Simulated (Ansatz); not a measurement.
## GaN2H5Cl: nudged elastic band (part 2 of 2)

GaN2H5Cl, multiplicity 2; UKS PBE/def2-SVP (Ansatz 0.2.0). One setting was made poor on purpose. It belongs to a series of runs on one base structure; here: band between the two ends.

Geometry of the input (Å):
```
Ga 0.0090  0.2612  0.8293
H  -0.0697  1.6368  1.5703
N  1.3019  0.1240  -0.6355
H  1.4764  -0.8032  -1.0469
H  1.3540  0.8346  -1.3778
N  -1.3328  -0.0629  -0.5619
H  -1.5258  0.6348  -1.2930
H  -1.3922  -1.0040  -0.9748
Cl 0.1792  -1.6213  1.9504
```

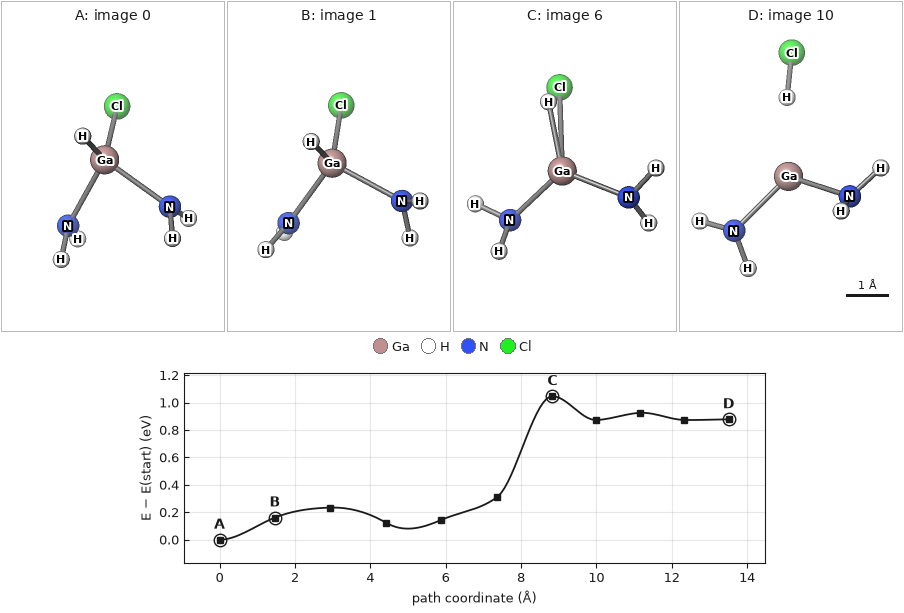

*Images of the last band (counted from 0; ball-and-stick, seen at a tilt) above the energy along the path; the line is a cubic interpolation that uses the forces.*

The highest image is number 6, 1.047 eV above the start and 0.169 eV above the end (the climbing image); the end lies 0.878 eV above the start. A further maximum stands at image 2, 0.235 eV from the start, so the path isn't one elementary step. A further maximum stands at image 8, 0.926 eV from the start, so the path isn't one elementary step. The path is 13.52 Å long. The band converged in 30 iterations.

```
Total energy: -67932.32230521 eV, -2496.4667985346 hartree
Atom 0 at    -0.056988     0.318935    -0.080868 Å, force    -0.000151     0.000244    -0.000154 eV/Å
Atom 1 at    -0.040105     1.002853     1.511496 Å, force    -0.000053    -0.000060    -0.000072 eV/Å
Atom 2 at     1.570783    -0.197162    -0.793487 Å, force     0.000339    -0.000239     0.000483 eV/Å
Atom 3 at     1.767342     0.100967    -1.755555 Å, force    -0.000275     0.000203    -0.000086 eV/Å
Atom 4 at     2.401521    -0.035924    -0.214726 Å, force    -0.000004    -0.000055    -0.000230 eV/Å
Atom 5 at    -1.613846    -0.084178    -0.996441 Å, force     0.000109    -0.000334     0.000122 eV/Å
Atom 6 at    -1.711243    -1.077490    -1.241776 Å, force    -0.000073     0.000111    -0.000125 eV/Å
Atom 7 at    -2.483158     0.218447    -0.544207 Å, force     0.000088     0.000122    -0.000016 eV/Å
Atom 8 at     0.165697    -0.246450     2.575563 Å, force     0.000021     0.000008     0.000077 eV/Å
Dipole moment:     0.016034     0.112971    -0.406719 e Å
this run last wrote the band of iteration 30 to [file]
```

## The last band as extended XYZ (Å, eV, eV/Å)
```
9
Properties=species:S:1:pos:R:3:forces:R:3 image=0 energy=-67933.36926
Ga    0.0090    0.2612    0.8293   -0.0033  -0.0152   0.0059
H    -0.0697    1.6368    1.5703   -0.0007  -0.0013  -0.0075
N     1.3019    0.1240   -0.6355    0.0022   0.0077  -0.0045
H     1.4764   -0.8032   -1.0469   -0.0006  -0.0027   0.0037
H     1.3540    0.8346   -1.3778    0.0003   0.0007   0.0009
N    -1.3328   -0.0629   -0.5619    0.0068   0.0057   0.0052
H    -1.5258    0.6348   -1.2930   -0.0032   0.0039  -0.0041
H    -1.3922   -1.0040   -0.9748    0.0011  -0.0040   0.0076
Cl    0.1792   -1.6213    1.9504   -0.0027   0.0051  -0.0072
9
Properties=species:S:1:pos:R:3:forces:R:3 image=1 energy=-67933.20709
Ga   -0.0021    0.1699    0.6225   -0.0011   0.0111   0.0241
H    -0.1394    1.6217    1.2245   -0.0063   0.0030   0.0355
N     1.4220    0.0363   -0.6655   -0.0108   0.0103   0.0094
H     1.9249   -0.8339   -0.8757   -0.0297  -0.0061  -0.0315
H     1.7943    0.8163   -1.2185   -0.0178   0.0034  -0.0101
N    -1.5354   -0.1703   -0.5404    0.0088   0.0042   0.0068
H    -2.2899    0.5264   -0.6031    0.0188   0.0522  -0.0430
H    -1.4164   -0.6137   -1.4605    0.0289  -0.0679   0.0082
Cl    0.2419   -1.5528    1.9766    0.0092  -0.0103   0.0007
9
Properties=species:S:1:pos:R:3:forces:R:3 image=2 energy=-67933.13470
Ga    0.0125    0.0062    0.3383    0.0004  -0.0010   0.0007
H    -0.0929    1.5180    0.9045   -0.0014  -0.0013   0.0012
N     1.5475   -0.0120   -0.7926    0.0001   0.0004   0.0004
H     2.2913   -0.6842   -0.5664   -0.0008   0.0008  -0.0021
H     1.9778    0.8814   -1.0600   -0.0007   0.0014   0.0011
N    -1.6377   -0.2297   -0.6234    0.0004  -0.0013   0.0004
H    -2.5089   -0.1556   -0.0817   -0.0012   0.0100  -0.0019
H    -1.7735    0.2370   -1.5303    0.0013  -0.0075   0.0005
Cl    0.1840   -1.5611    1.8716    0.0018  -0.0015  -0.0002
9
Properties=species:S:1:pos:R:3:forces:R:3 image=3 energy=-67933.24483
Ga    0.0204    0.2874    0.6851    0.0008   0.0518   0.0567
H     0.0434    1.6490    1.4537    0.0188   0.0379   0.0646
N     1.4274    0.0667   -0.6358   -0.0182   0.0047   0.0277
H     1.8097   -0.8593   -0.8639   -0.0918  -0.0234  -0.0581
H     1.6892    0.7553   -1.3516   -0.0343  -0.0303  -0.0422
N    -1.4867    0.0823   -0.5607    0.0283   0.0377   0.0114
H    -2.0158   -0.7996   -0.5257    0.0924  -0.1188  -0.0862
H    -1.4989    0.4496   -1.5214    0.0306   0.0208   0.0113
Cl    0.0113   -1.6315    1.7804   -0.0265   0.0197   0.0148
9
Properties=species:S:1:pos:R:3:forces:R:3 image=4 energy=-67933.22424
Ga   -0.0011    0.2616    0.6423    0.0029   0.0046   0.0275
H    -0.0308    1.7522    1.1431    0.0066   0.0042   0.0220
N     1.4884   -0.0289   -0.5906   -0.0074   0.0048   0.0084
H     1.4107   -0.6509   -1.4050   -0.0197  -0.0742   0.0299
H     2.1576    0.7216   -0.8054   -0.0352   0.0720  -0.0568
N    -1.4082   -0.1438   -0.6177    0.0094  -0.0002   0.0201
H    -1.6497   -1.0906   -0.9339    0.0125   0.0035   0.0022
H    -1.9907    0.5550   -1.0923    0.0388   0.0170  -0.0470
Cl    0.0239   -1.3762    2.1195   -0.0080  -0.0317  -0.0063
9
Properties=species:S:1:pos:R:3:forces:R:3 image=5 energy=-67933.05963
Ga   -0.0290    0.2265    0.3757    0.0065  -0.0191   0.0952
H    -0.1142    1.7232    0.9095   -0.0196   0.1556  -0.1294
N     1.5564   -0.0562   -0.6812   -0.0017   0.0251   0.0295
H     1.5879    0.0645   -1.7014   -0.0317  -0.0151   0.0176
H     2.4925    0.0725   -0.2788    0.0193   0.0174  -0.0046
N    -1.4998   -0.1746   -0.7977    0.0272  -0.0171   0.0364
H    -1.7557   -1.1628   -0.9276   -0.0080  -0.0169   0.0625
H    -2.3707    0.3474   -0.6324    0.0254   0.0322  -0.0280
Cl    0.1325   -1.0405    2.1938   -0.0174  -0.1621  -0.0792
9
Properties=species:S:1:pos:R:3:forces:R:3 image=6 energy=-67932.32226
Ga   -0.0570    0.3189   -0.0809   -0.0002   0.0002  -0.0002
H    -0.0401    1.0029    1.5115   -0.0001  -0.0001  -0.0001
N     1.5708   -0.1972   -0.7935    0.0003  -0.0002   0.0005
H     1.7673    0.1010   -1.7556   -0.0003   0.0002  -0.0001
H     2.4015   -0.0359   -0.2147    0.0000  -0.0001  -0.0002
N    -1.6138   -0.0842   -0.9964    0.0001  -0.0003   0.0001
H    -1.7112   -1.0775   -1.2418   -0.0001   0.0001  -0.0001
H    -2.4832    0.2184   -0.5442    0.0001   0.0001   0.0000
Cl    0.1657   -0.2465    2.5756    0.0000   0.0000   0.0001
9
Properties=species:S:1:pos:R:3:forces:R:3 image=7 energy=-67932.49568
Ga   -0.0546    0.3371   -0.1575   -0.0069   0.0046   0.0050
H    -0.0204    0.5390    2.0469    0.0002   0.0054  -0.0084
N     1.5503   -0.1883   -0.9544    0.0025  -0.0170   0.0024
H     1.6838    0.1101   -1.9293    0.0004   0.0073  -0.0045
H     2.4152   -0.0021   -0.4351    0.0052   0.0041   0.0021
N    -1.5796   -0.0478   -1.1752   -0.0026   0.0024  -0.0001
H    -1.6625   -1.0335   -1.4604    0.0015  -0.0019  -0.0002
H    -2.4780    0.2383   -0.7689   -0.0019  -0.0006  -0.0004
Cl    0.1459    0.0472    3.2940    0.0015  -0.0044   0.0043
9
Properties=species:S:1:pos:R:3:forces:R:3 image=8 energy=-67932.44354
Ga   -0.0008   -0.1796   -0.1250    0.0004   0.0056   0.0036
H    -0.0269   -0.0230    2.0848    0.0038   0.0106   0.0110
N     1.6034   -0.0171   -0.9991    0.0070  -0.0004  -0.0047
H     1.6604    0.2603   -1.9835   -0.0045  -0.0013   0.0006
H     2.4985    0.0866   -0.5175    0.0000  -0.0050   0.0026
N    -1.5479   -0.1565   -1.2341   -0.0014   0.0024  -0.0047
H    -2.0834   -1.0354   -1.1580    0.0045  -0.0031  -0.0043
H    -2.2072    0.5813   -0.9411   -0.0055  -0.0012   0.0081
Cl    0.1041    0.4834    3.3334   -0.0043  -0.0075  -0.0121
9
Properties=species:S:1:pos:R:3:forces:R:3 image=9 energy=-67932.49550
Ga    0.0085   -0.3812   -0.1142   -0.0007  -0.0031  -0.0044
H     0.0823   -0.2821    2.0770    0.0047   0.0257   0.0289
N     1.4903    0.3449   -0.9915   -0.0142   0.0025  -0.0075
H     1.6647   -0.0223   -1.9363    0.0062   0.0000  -0.0006
H     2.3791    0.3571   -0.4794    0.0082  -0.0037   0.0074
N    -1.5680   -0.3449   -1.1257    0.0214   0.0003   0.0023
H    -2.4031   -0.7371   -0.6759   -0.0095   0.0060  -0.0020
H    -1.8105    0.5871   -1.4895   -0.0140  -0.0048   0.0005
Cl    0.1567    0.4785    3.1956   -0.0021  -0.0229  -0.0247
9
Properties=species:S:1:pos:R:3:forces:R:3 image=10 energy=-67932.49113
Ga    0.0150    0.0897   -0.0991    0.0057   0.0061   0.0092
H     0.0495    0.1060    2.1255    0.0054   0.0017   0.0190
N     1.5193    0.3142   -1.1904   -0.0032  -0.0132   0.0089
H     1.7033   -0.4698   -1.8315    0.0020   0.0028  -0.0046
H     2.3989    0.5475   -0.7149   -0.0069   0.0034  -0.0021
N    -1.5522   -0.3358   -1.0262    0.0001   0.0036  -0.0067
H    -2.4006   -0.4731   -0.4651    0.0048   0.0016   0.0010
H    -1.7805    0.2973   -1.8047   -0.0050  -0.0046  -0.0018
Cl    0.0473   -0.0760    3.4664   -0.0030  -0.0015  -0.0227
```

## Results in brief

- outcome: converged
- barrier, forward: 1.047 eV
- barrier, backward: 0.169 eV
- wall time: 9.9 min (CPU time 37 min)
- peak memory: 0.27 GiB

## Notes

A deliberately poor setting: spring. The order of the saddle point was not checked.
